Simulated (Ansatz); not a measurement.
Base system: MgSe in the rock salt structure (space group Fm-3m, No. 225; a = 5.4733 Å). Axes: x, y, z lie along the cube axes.

It is then changed as follows: tensile biaxial strain of 2.17 % in the plane normal to [111], as in epitaxy on a mismatched substrate; the out-of-plane cell vector and the atoms relax.

Level of theory: Ansatz (a program for electronic structure) r2SCAN, no spin-orbit coupling, earlier PAW set.

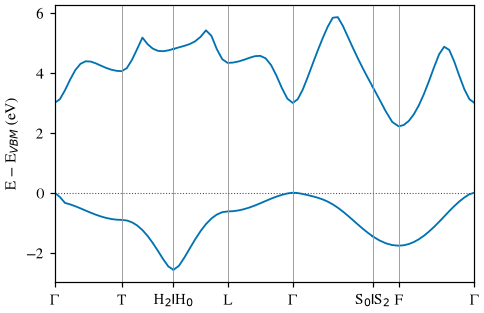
Highest valence and lowest conduction band along the path of the changed cell's own zone

The gap is 2.21 eV, indirect, Γ → F; the base has 2.48 eV.

No phonon test of stability was made. k-point labels follow each cell's own Brillouin zone.
